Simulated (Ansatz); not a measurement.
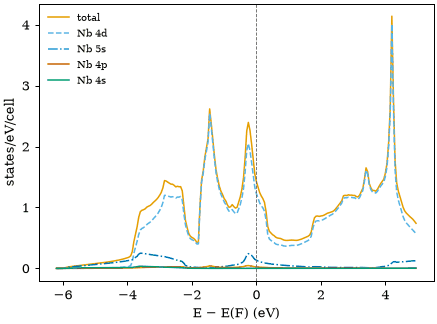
Figure. Total and projected density of states of Nb (bcc (W type), Im-3m), the program Ansatz at the PBEsol level (PAW)

Question: Which orbitals carry the states next to the Fermi level?

Answer: Within 0.5 eV of the Fermi level: Nb 4d 86 %, Nb 5s 9 %. Projections are on Löwdin-orthogonalised atomic valence shells; empty p or d shells of many metals are not among them.

Question: Where is the tallest occupied peak in this window, and what makes it?

Answer: Near -1.4 eV, about 2.6 states/eV per cell; the largest projected share is Nb 4d.

The PBEsol relaxation kept the symmetry of its start. The run is not spin-polarised. Scalar-relativistic: spin–orbit coupling is off unless named, which matters more the heavier the elements.

Potentials: the later of the program's two PAW sets.
